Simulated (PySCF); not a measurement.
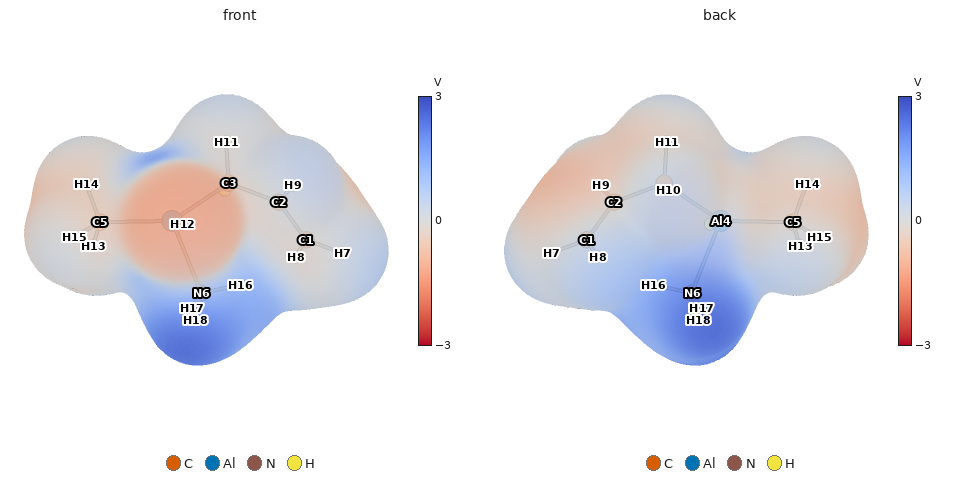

Figure. C₄H₁₂AlN. The molecular electrostatic potential painted on the density surface at 0.002 e/bohr³, seen from the front and from behind; red is negative and blue positive.

Geometry: GFN2-xTB.

All numbers below come from B3LYP/def2-SVPD, SCF density, gas phase (PySCF).

```xyz
18

C     2.4035   -1.0319   -0.2217
C     1.9391   -0.0767    0.5842
C     1.0338    1.0172    0.1876
Al   -0.8844    0.4327    0.6012
C    -2.4417    1.3575   -0.2251
N    -0.7109   -1.3552   -0.4234
H     3.0292   -1.8321    0.1379
H     2.2324   -1.0082   -1.2888
H     2.1826   -0.1295    1.6392
H     1.1482    1.2392   -0.8820
H     1.2961    1.9292    0.7346
H    -1.0454   -0.2263    2.0071
H    -2.5876    1.1870   -1.2976
H    -2.3854    2.4445   -0.1018
H    -3.3748    1.0541    0.2621
H     0.2824   -1.5636   -0.2535
H    -0.8558   -1.3194   -1.4285
H    -1.2702   -2.1122   -0.0429
```

Which sites attract a positive test charge, and which a negative one?

A positive charge is drawn to the negative regions and a negative charge to the positive ones. The most negative region (about −1.2 V, or −28 kcal/mol for a unit charge) lies over H12, the most positive (about +2.4 V, or +55 kcal/mol for a unit charge) over H17 and H18.

How polar is the molecule by this calculation?

Its dipole moment is 3.44 D.
